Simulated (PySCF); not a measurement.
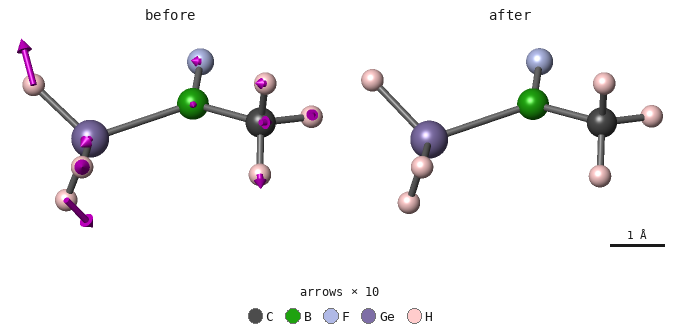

The structure of CH$_{6}$BFGe before (left) and after (right) a relaxation, at one scale. The purple arrows give the displacements, magnified 10 times.

Style: ball-and-stick. Shown from a free direction.

The start comes from GFN2-xTB. Its atoms were then displaced at random by about 0.01 Å.

Theory: PySCF, PBE0-D3(BJ)/def2-SVP geometry optimisation, gas phase. 

Summarise the run.

Answer. The energy falls by 18.3 kJ/mol in 3 geometry steps. An H atom moves most after the best rigid fit: 0.095 Å. By element the largest moves are H 0.095 Å, Ge 0.032 Å, C 0.030 Å, F 0.019 Å, B 0.009 Å. Near-neighbour distances that change, for instance: Ge–H 1.460 → 1.541 Å, Ge–H 1.493 → 1.542 Å, C–H 1.062 → 1.100 Å, B–Ge 2.062 → 2.087 Å. Bond angles that change, for instance: B–Ge–H 113.6° → 109.7°, H–Ge–H 103.1° → 107.0°, B–Ge–H 115.3° → 112.2°. The run took 15 s on 1 thread of Arm Neoverse V1, on a shared host.
